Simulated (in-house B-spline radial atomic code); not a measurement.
**Pt⁶⁷⁺: isotopes**

What do the measured radii and masses of the isotopes do to the energy of Pt⁶⁷⁺?

The numbers are computed with in-house B-spline radial atomic code version 1 (Dirac-Hartree-Fock, average of configuration, Fermi nucleus, basis-set limit), except any that are marked as measured or tabulated.

### Step 1. The system

```
element       : platinum (Z = 78)
charge        : +67
electrons     : 11
configuration : 1s2 2s2 2p6 3s1
Hamiltonian   : Dirac-Coulomb
nucleus       : Fermi, rms radius 5.373 fm
```

Settings, as recorded:

```ini
Z = 78
electrons = 11.0
configuration = 1s2 2s2 2p6 3s1
hamiltonian = dirac
method = hf
spin_polarised = False
nucleus = fermi
rms_radius = 5.3728
mass_number = 178
atomic_mass = 177.965649288
speed_of_light = 137.035999084
```

This reference run was done before. Its total energy is -12752.039278 hartree (electron-nucleus part -28650.6083, recoil term 0.02941613), and its levels are (the highest eight at most):

```
orbital  occupation  energy (eV)  <r> (bohr)
  1s1/2           2     -84992.6     0.01713
  2s1/2           2     -19713.6     0.07056
  2p1/2           2     -19181.1     0.05815
  2p3/2           4     -17390.6     0.06617
  3s1/2           1     -8114.55      0.1703
```

### Step 2. Mass number 193

Settings, as recorded:

```ini
Z = 78
electrons = 11.0
configuration = 1s2 2s2 2p6 3s1
hamiltonian = dirac
method = hf
spin_polarised = False
nucleus = fermi
rms_radius = 5.4191
mass_number = 193
atomic_mass = 192.962984546
speed_of_light = 137.035999084
```

### Step 3. Mass number 194

Settings, as recorded:

```ini
Z = 78
electrons = 11.0
configuration = 1s2 2s2 2p6 3s1
hamiltonian = dirac
method = hf
spin_polarised = False
nucleus = fermi
rms_radius = 5.4236
mass_number = 194
atomic_mass = 193.962683498
speed_of_light = 137.035999084
```

### Step 4. Mass number 195

Settings, as recorded:

```ini
Z = 78
electrons = 11.0
configuration = 1s2 2s2 2p6 3s1
hamiltonian = dirac
method = hf
spin_polarised = False
nucleus = fermi
rms_radius = 5.427
mass_number = 195
atomic_mass = 194.964794325
speed_of_light = 137.035999084
```

### Step 5. Mass number 196

Settings, as recorded:

```ini
Z = 78
electrons = 11.0
configuration = 1s2 2s2 2p6 3s1
hamiltonian = dirac
method = hf
spin_polarised = False
nucleus = fermi
rms_radius = 5.4307
mass_number = 196
atomic_mass = 195.964954648
speed_of_light = 137.035999084
```

### Step 6. Mass number 198

Settings, as recorded:

```ini
Z = 78
electrons = 11.0
configuration = 1s2 2s2 2p6 3s1
hamiltonian = dirac
method = hf
spin_polarised = False
nucleus = fermi
rms_radius = 5.4383
mass_number = 198
atomic_mass = 197.967896718
speed_of_light = 137.035999084
```

Before running: By how much, and in which direction, does each change move the total energy and the levels?

**Answer**, as computed:

All values are changes from the reference run; energy changes under 3e-04 eV count as noise.

| change | rms radius (fm) | δ<r²> (fm²) | Δ total energy (eV) | Δ recoil term, not in the total or the levels (eV) | Δ 1s1/2 level (eV) | Δ 3s1/2 level (eV) |
| --- | --- | --- | --- | --- | --- | --- |
| mass number 193 | 5.4191 | +0.500 | +1.434 | -0.06222 | +0.5927 | +0.02477 |
| mass number 194 | 5.4236 | +0.548 | +1.574 | -0.06602 | +0.6504 | +0.02718 |
| mass number 195 | 5.4270 | +0.585 | +1.679 | -0.0698 | +0.6941 | +0.02901 |
| mass number 196 | 5.4307 | +0.626 | +1.794 | -0.07353 | +0.7416 | +0.031 |
| mass number 198 | 5.4383 | +0.708 | +2.031 | -0.08088 | +0.8394 | +0.03508 |

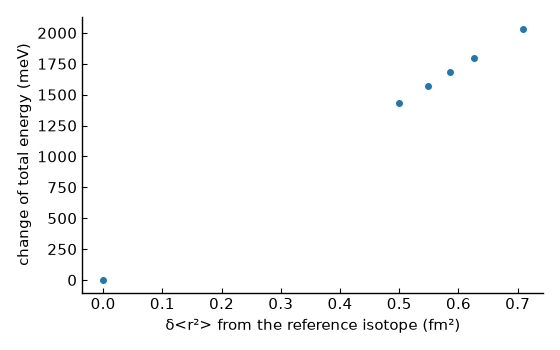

Field shift of the total energy against the change of the mean square nuclear radius.

The total energy moves by 2868 meV for each fm² of δ<r²> (from mass number 198): a larger nucleus binds the s electrons less. For that pair the recoil (mass) term changes by 0.081 eV against 2.0 eV from size, so size rules the shift. The recoil term is approximate.
